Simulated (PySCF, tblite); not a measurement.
**C₈H₁₈AlN: geometry, infrared bands and NMR shifts**

What infrared bands and NMR shifts should C₈H₁₈AlN (`C[N+]1(C)[AlH2-][CH2]C[C@@H]1C1CC1`) show?

Programs: tblite 0.8.0 and PySCF 2.14.0, with density-fitted response routines of our own. Each step states its level of theory. These are calculated values for one molecule in the gas phase, unless marked as measured. Atoms count from 0, in the outputs and in this text.

## 1. Starting geometry

28 atoms, charge 0, multiplicity 1; geometry from: force field or distance geometry start.

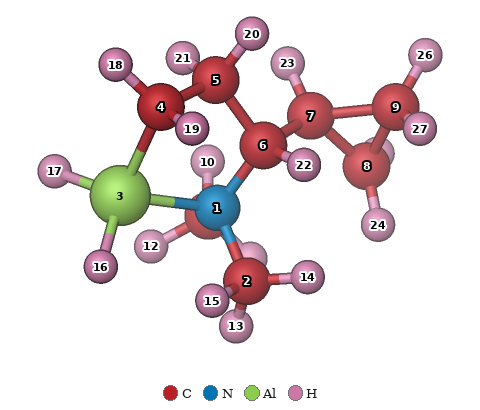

The starting geometry (carbon red, nitrogen blue, aluminium green, hydrogen pink), atoms numbered; sticks join atoms by distance.

## 2. Relaxing the molecule with GFN2-xTB

The job: settings as JSON, then the geometry in Å.

```
{"job": {"kind": "relax", "xc": "GFN2-xTB", "basis": "xTB"}, "charge": 0, "multiplicity": 1}
C     -0.915900    -1.222000    -1.277500
N     -0.858600    -0.216800    -0.253600
C     -1.367200    -0.836700     0.972400
Al    -2.075700     1.249300    -0.590800
C     -0.644500     2.593500    -0.206700
C      0.491300     1.722900    -0.691300
C      0.409300     0.393800    -0.038500
C      1.491100    -0.457300    -0.674100
C      1.713500    -1.873800    -0.259600
C      2.663700    -0.789600     0.220300
H     -0.241400    -1.055900    -2.127700
H     -0.822500    -2.216400    -0.790800
H     -1.996100    -1.218100    -1.640600
H     -1.944600    -1.753600     0.704000
H     -0.560500    -1.043500     1.684800
H     -2.137700    -0.150800     1.461800
H     -3.243900     1.309500     0.475500
H     -2.544100     1.270800    -2.102300
H     -0.774300     3.527000    -0.792400
H     -0.582600     2.781700     0.902100
H      1.450700     2.233800    -0.439100
H      0.407700     1.594200    -1.772500
H      0.626400     0.472100     1.071600
H      1.846300    -0.113400    -1.680900
H      1.153800    -2.314000     0.575800
H      2.116100    -2.579400    -1.028200
H      3.689500    -0.751500    -0.219400
H      2.629500    -0.528400     1.289500
```

Command:

```bash
$ OMP_NUM_THREADS=1 python probes_run.py task.json out
```

This one command runs all jobs of the session in turn.

Log:

```text
step      E/eV     max force
  0    -823.00259    2.512
  1    -823.51216    1.845
  2    -823.77413    0.992
  3    -823.87739    0.738
  4    -823.97117    0.579
  5    -824.01859    0.480
  6    -824.05472    0.376
  7    -824.08342    0.313
  8    -824.10549    0.364
  9    -824.12311    0.272
 10    -824.13764    0.274
 11    -824.14890    0.237
 12    -824.15909    0.265
 13    -824.16914    0.235
 14    -824.17805    0.173
 15    -824.18570    0.164
 16    -824.19285    0.186
 17    -824.20063    0.203
 18    -824.20973    0.229
 19    -824.21959    0.283
 20    -824.22992    0.280
 21    -824.24162    0.269
 22    -824.25436    0.246
 23    -824.26553    0.219
 24    -824.27378    0.204
 25    -824.28047    0.206
 26    -824.28749    0.208
 27    -824.29540    0.228
 28    -824.30316    0.165
 29    -824.31005    0.165
 30    -824.31668    0.218
 31    -824.32053    0.278
 32    -824.32711    0.231
 33    -824.33120    0.111
 34    -824.33625    0.114
 35    -824.33951    0.170
 36    -824.34444    0.192
 37    -824.34890    0.128
 38    -824.35287    0.107
 39    -824.35562    0.103
 40    -824.35845    0.126
 41    -824.36126    0.105
 42    -824.36395    0.103
 43    -824.36633    0.112
 44    -824.36838    0.119
 45    -824.37060    0.122
 46    -824.37296    0.129
 47    -824.37542    0.088
 48    -824.37641    0.089
 49    -824.37769    0.090
 50    -824.37881    0.091
 51    -824.38032    0.097
 52    -824.38174    0.074
 53    -824.38312    0.066
 54    -824.38451    0.077
 55    -824.38615    0.094
 56    -824.38790    0.091
 57    -824.38948    0.081
 58    -824.39079    0.075
 59    -824.39189    0.101
 60    -824.39318    0.089
 61    -824.39464    0.078
 62    -824.39608    0.061
 63    -824.39699    0.061
 64    -824.39818    0.080
 65    -824.39911    0.065
 66    -824.40011    0.060
 67    -824.40118    0.081
 68    -824.40233    0.084
 69    -824.40332    0.066
 70    -824.40414    0.060
 71    -824.40491    0.053
 72    -824.40578    0.060
 73    -824.40671    0.065
 74    -824.40758    0.061
 75    -824.40834    0.067
 76    -824.40905    0.080
 77    -824.40980    0.061
 78    -824.41059    0.048
 79    -824.41114    0.040
 80    -824.41167    0.049
 81    -824.41239    0.069
 82    -824.41321    0.081
 83    -824.41417    0.074
 84    -824.41520    0.055
 85    -824.41626    0.073
 86    -824.41724    0.079
 87    -824.41814    0.062
 88    -824.41906    0.065
 89    -824.42006    0.065
 90    -824.42102    0.082
 91    -824.42173    0.086
 92    -824.42253    0.070
 93    -824.42325    0.059
 94    -824.42428    0.064
 95    -824.42476    0.060
 96    -824.42535    0.040
 97    -824.42575    0.037
 98    -824.42620    0.049
 99    -824.42657    0.052
100    -824.42691    0.037
101    -824.42721    0.038
102    -824.42752    0.031
103    -824.42782    0.038
104    -824.42808    0.029
105    -824.42828    0.027
106    -824.42843    0.024
107    -824.42857    0.028
108    -824.42874    0.027
109    -824.42893    0.026
110    -824.42909    0.025
111    -824.42926    0.034
112    -824.42947    0.033
113    -824.42974    0.042
114    -824.43004    0.052
115    -824.43033    0.040
116    -824.43056    0.036
117    -824.43077    0.034
118    -824.43103    0.039
119    -824.43134    0.049
120    -824.43169    0.041
121    -824.43205    0.040
122    -824.43239    0.038
123    -824.43280    0.047
124    -824.43337    0.049
125    -824.43411    0.051
126    -824.43486    0.050
127    -824.43544    0.043
128    -824.43583    0.046
129    -824.43616    0.036
130    -824.43652    0.039
131    -824.43694    0.041
132    -824.43729    0.042
133    -824.43768    0.035
134    -824.43804    0.035
135    -824.43833    0.031
136    -824.43858    0.031
137    -824.43886    0.038
138    -824.43924    0.046
139    -824.43977    0.052
140    -824.44049    0.058
141    -824.44141    0.068
142    -824.44238    0.064
143    -824.44335    0.088
144    -824.44432    0.064
145    -824.44575    0.071
146    -824.44694    0.078
147    -824.44882    0.088
148    -824.45049    0.079
149    -824.45202    0.110
150    -824.45381    0.113
151    -824.45600    0.085
152    -824.45896    0.066
153    -824.46022    0.095
154    -824.46195    0.089
155    -824.46398    0.094
156    -824.46651    0.088
157    -824.46842    0.132
158    -824.47068    0.122
159    -824.47300    0.093
160    -824.47693    0.099
161    -824.47898    0.108
162    -824.48131    0.104
163    -824.48401    0.106
164    -824.48594    0.096
165    -824.48888    0.103
166    -824.49269    0.100
167    -824.49498    0.093
168    -824.49699    0.078
169    -824.49737    0.112
170    -824.49936    0.117
171    -824.50080    0.064
172    -824.50181    0.062
173    -824.50330    0.074
174    -824.50435    0.068
175    -824.50550    0.055
176    -824.50604    0.044
177    -824.50646    0.031
178    -824.50678    0.033
179    -824.50700    0.026
180    -824.50718    0.025
181    -824.50738    0.027
182    -824.50759    0.034
183    -824.50780    0.038
184    -824.50800    0.030
185    -824.50820    0.032
186    -824.50843    0.032
187    -824.50871    0.035
188    -824.50902    0.029
189    -824.50930    0.023
190    -824.50953    0.026
191    -824.50973    0.031
192    -824.50996    0.033
193    -824.51023    0.028
194    -824.51048    0.027
195    -824.51065    0.026
196    -824.51078    0.019
197    -824.51090    0.017
198    -824.51100    0.015
199    -824.51108    0.019
200    -824.51115    0.018
201    -824.51123    0.014
202    -824.51131    0.017
203    -824.51136    0.015
204    -824.51140    0.010
```

Run time: 2.6 s. Hardware: 1 thread of Arm Neoverse V1, shared host; peak memory 0.18 GiB.

Along the way: (not every step is listed)

```csv
step,energy from step 0 (eV),largest force (eV/Å)
0,0.0000,2.5121
1,-0.5096,1.8453
2,-0.7715,0.9923
3,-0.8748,0.7379
4,-0.9686,0.5789
5,-1.0160,0.4797
6,-1.0521,0.3758
7,-1.0808,0.3130
8,-1.1029,0.3639
27,-1.2928,0.2279
46,-1.3704,0.1285
65,-1.3965,0.0648
84,-1.4126,0.0551
103,-1.4252,0.0378
122,-1.4298,0.0377
141,-1.4388,0.0683
160,-1.4743,0.0986
179,-1.5044,0.0263
198,-1.5084,0.0149
199,-1.5085,0.0188
200,-1.5086,0.0179
201,-1.5086,0.0142
202,-1.5087,0.0170
203,-1.5088,0.0149
204,-1.5088,0.0096
```

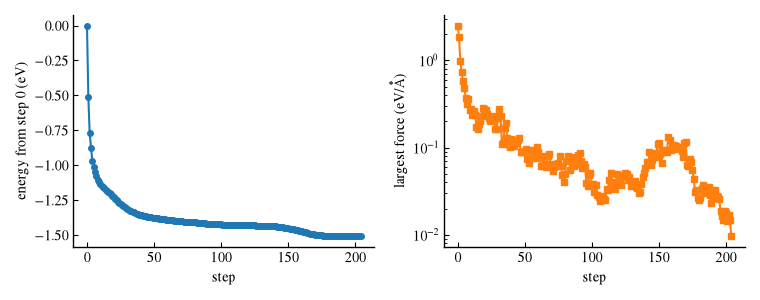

Energy and force, step by step.

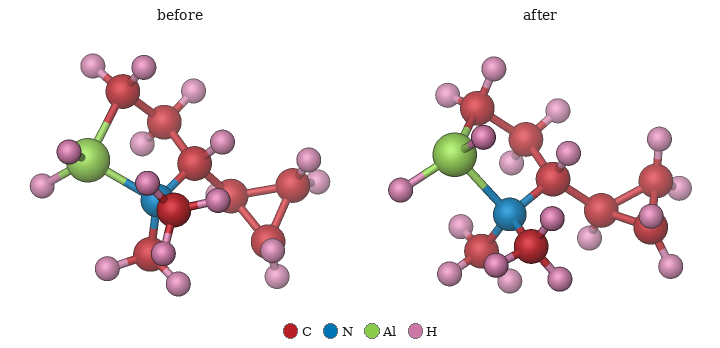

Before and after, at one scale.

Distances of close pairs at the start and the end, largest changes first:

```csv
bond,before (Å),after (Å),change (Å)
N1–Al3,1.935,2.058,+0.123
C2–H15,1.142,1.089,-0.053
N1–C6,1.424,1.475,+0.052
C5–C6,1.483,1.534,+0.051
C0–H12,1.140,1.090,-0.050
C8–H25,1.118,1.080,-0.038
C9–H26,1.117,1.079,-0.038
C7–H23,1.122,1.084,-0.038
```

The end geometry stands in the next job.

## 3. Harmonic vibrations with GFN2-xTB

The job: settings as JSON, then the geometry in Å.

```
{"job": {"kind": "ir", "xc": "GFN2-xTB", "basis": "xTB"}, "charge": 0, "multiplicity": 1}
C     -1.203529    -0.641262    -1.801701
N     -1.002324    -0.261022    -0.413028
C     -1.375619    -1.365885     0.454585
Al    -2.138758     1.404774    -0.003150
C     -0.579705     2.529531    -0.630660
C      0.584759     1.551136    -0.887153
C      0.347699     0.250038    -0.109049
C      1.470500    -0.741270    -0.323533
C      1.880215    -1.700664     0.756341
C      2.763792    -0.543358     0.412170
H     -1.053220     0.224751    -2.442973
H     -0.542663    -1.454723    -2.112668
H     -2.238059    -0.962781    -1.920750
H     -2.438382    -1.570446     0.316101
H     -0.802441    -2.272736     0.241899
H     -1.223995    -1.074440     1.492600
H     -2.256196     1.278273     1.556741
H     -3.422509     1.080729    -0.825870
H     -0.652488     3.223286    -1.476650
H     -0.294515     3.171701     0.220147
H      1.544752     1.966532    -0.568331
H      0.681033     1.327354    -1.951362
H      0.306767     0.521350     0.955183
H      1.561187    -1.090830    -1.345548
H      1.354515    -1.665303     1.698259
H      2.195760    -2.693719     0.472778
H      3.688412    -0.734912    -0.109930
H      2.824113     0.271253     1.117402
```

Log:

```text
mode    cm-1     km/mol
  1      53.4      2.20
  2      85.1      0.95
  3     108.9      0.51
  4     122.9      0.70
  5     157.3      0.36
  6     205.3      1.76
  7     225.0      0.58
  8     255.3      0.19
  9     271.3      0.96
 10     290.1      3.71
 11     315.2      2.79
 12     334.9      1.69
 13     348.4      0.49
 14     424.5      5.18
 15     447.5      2.78
 16     461.6      2.74
 17     520.1     40.16
 18     542.1     61.98
 19     572.8     21.96
 20     605.9     78.45
 21     672.1    527.89
 22     769.2    466.13
 23     788.6     12.90
 24     813.4      4.51
 25     860.2      2.46
 26     900.4      0.76
 27     934.6     28.68
 28     972.6      3.71
 29     994.6     10.24
 30    1021.7      3.07
 31    1032.2     12.46
 32    1035.9      8.58
 33    1062.8     29.06
 34    1070.1     14.63
 35    1076.5      0.99
 36    1080.0      0.31
 37    1109.2      0.28
 38    1116.4      2.37
 39    1140.6      4.18
 40    1158.1      0.22
 41    1165.0      3.76
 42    1187.0      9.87
 43    1212.4     12.47
 44    1237.5      5.97
 45    1248.6      2.81
 46    1264.2      0.29
 47    1269.8      3.86
 48    1317.7      0.63
 49    1338.0      6.29
 50    1393.5      1.70
 51    1401.8      2.64
 52    1422.0      1.76
 53    1440.4      0.04
 54    1463.5      1.21
 55    1470.5      4.80
 56    1473.8      4.53
 57    1480.0     10.81
 58    1483.7     13.29
 59    1491.0      1.41
 60    1517.4      2.10
 61    1659.8    350.26
 62    1715.6    399.19
 63    2836.3     47.05
 64    2884.5     35.34
 65    2914.5     48.67
 66    2944.9     62.95
 67    2952.8     12.42
 68    2956.0     69.73
 69    2976.6     51.52
 70    2989.4     18.29
 71    3005.7     20.43
 72    3016.9     13.85
 73    3025.9     14.62
 74    3038.6     37.12
 75    3086.0     22.80
 76    3093.7      5.62
 77    3094.2     26.49
 78    3111.9     64.59
```

Run time: 1.8 s. Hardware: 1 thread of Arm Neoverse V1, shared host; peak memory 0.18 GiB.

Which atoms move in the most intense modes:

```csv
cm⁻¹,km/mol,atoms
606,78.5,"C4 34 %, H16 21 %, H18 21 %"
672,527.9,"H16 36 %, H17 30 %, Al3 13 %"
769,466.1,"H16 45 %, H17 43 %"
1660,350.3,H16 96 %
1716,399.2,H17 96 %
2945,63.0,"H20 78 %, H21 12 %"
2956,69.7,"H11 73 %, H14 19 %"
3112,64.6,"H26 30 %, H27 27 %, H24 22 %, H25 11 %"
```

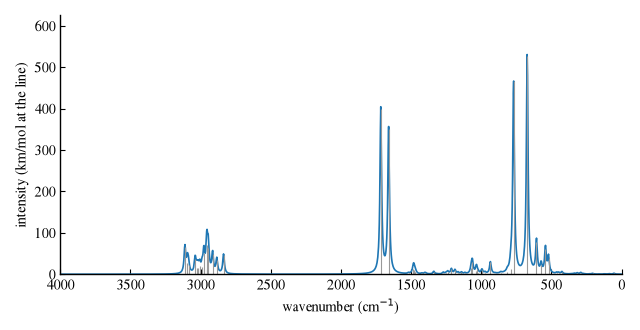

The infrared spectrum from these modes, unscaled. Lines are broadened to a width of 14 cm⁻¹ (Lorentzian).

## 4. Optimising the geometry at PBE0-D3(BJ)/def2-SVP

The job: settings as JSON, then the geometry in Å.

```
{"job": {"xc": "PBE0", "basis": "def2-SVP", "d3": "d3bj", "grid": 1, "shake": 0.01, "kind": "geom"}, "charge": 0, "multiplicity": 1}
C     -1.183120    -0.666820    -1.797520
N     -1.008000    -0.265550    -0.415180
C     -1.395820    -1.368200     0.445930
Al    -2.105530     1.407030    -0.006680
C     -0.582520     2.522850    -0.641210
C      0.580850     1.555960    -0.889540
C      0.357280     0.248040    -0.108810
C      1.485960    -0.735820    -0.328590
C      1.878390    -1.695260     0.775690
C      2.761100    -0.545790     0.422190
H     -1.062080     0.221830    -2.434150
H     -0.536860    -1.453810    -2.105970
H     -2.266340    -0.952570    -1.930350
H     -2.455070    -1.567680     0.323110
H     -0.806890    -2.283500     0.242160
H     -1.224520    -1.060380     1.500070
H     -2.254260     1.289390     1.554690
H     -3.431770     1.086570    -0.820040
H     -0.654640     3.215460    -1.474360
H     -0.319450     3.178600     0.225060
H      1.528360     1.967150    -0.577970
H      0.688610     1.307010    -1.960510
H      0.313860     0.532910     0.933600
H      1.556210    -1.087550    -1.351640
H      1.370420    -1.677220     1.701800
H      2.185280    -2.679660     0.472560
H      3.684690    -0.752090    -0.093110
H      2.831640     0.278790     1.128780
```

Log:

```text
step   0  E = -611.96257739  max force = 0.042296
step   1  E = -611.97002659  max force = 0.012021
step   2  E = -611.97090581  max force = 0.003737
step   3  E = -611.97117197  max force = 0.001712
step   4  E = -611.97129522  max force = 0.001766
step   5  E = -611.97137986  max force = 0.001298
step   6  E = -611.97143749  max force = 0.001265
step   7  E = -611.97146729  max force = 0.000802
step   8  E = -611.97148340  max force = 0.000638
step   9  E = -611.97149335  max force = 0.000350
optimisation converged
```

Run time: 6.9 min. Hardware: 1 thread of Arm Neoverse V1, shared host; peak memory 1.1 GiB.

Relaxation path:

```csv
step,energy from step 0 (eV),largest force component (eV/Å)
0,0.0000,2.1749
1,-0.2027,0.6181
2,-0.2266,0.1922
3,-0.2339,0.0880
4,-0.2372,0.0908
5,-0.2395,0.0667
6,-0.2411,0.0650
7,-0.2419,0.0412
8,-0.2423,0.0328
9,-0.2426,0.0180
```

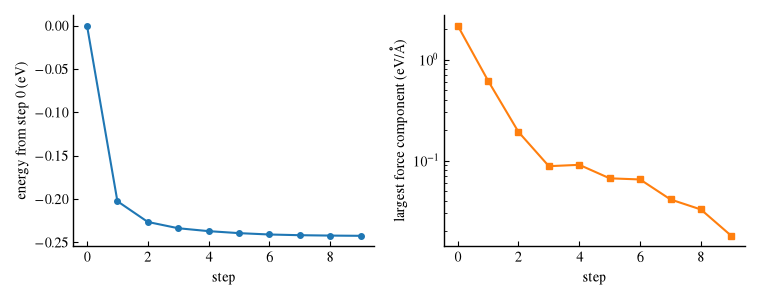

Energy and largest force along the relaxation.

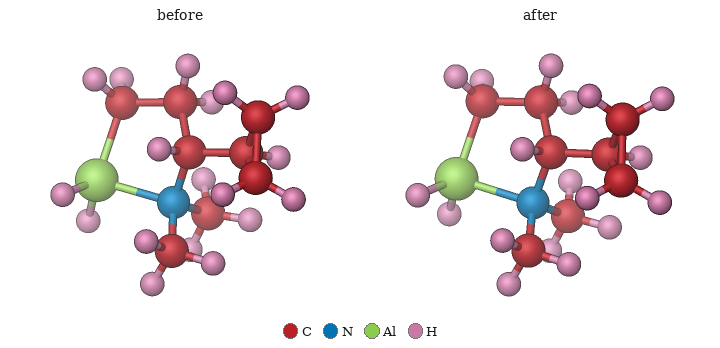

Before and after, at one scale.

Close pairs (by a distance rule), those that changed most:

```csv
bond,before (Å),after (Å),change (Å)
N1–Al3,2.042,2.082,+0.041
Al3–H16,1.573,1.612,+0.039
C0–H11,1.064,1.103,+0.039
C8–H24,1.056,1.093,+0.037
C0–H12,1.128,1.098,-0.030
C6–H22,1.082,1.106,+0.024
C5–H20,1.079,1.103,+0.024
Al3–H17,1.588,1.608,+0.020
```

The final coordinates are the input of the step that follows.

```csv
at the end point,value
point group (found at 0.08 Å tolerance),C1
"rotational constants (GHz, main isotopes)","1.748, 0.864, 0.706"
dipole moment (D),4.90
```

(Part 1 of 2 ends here.)
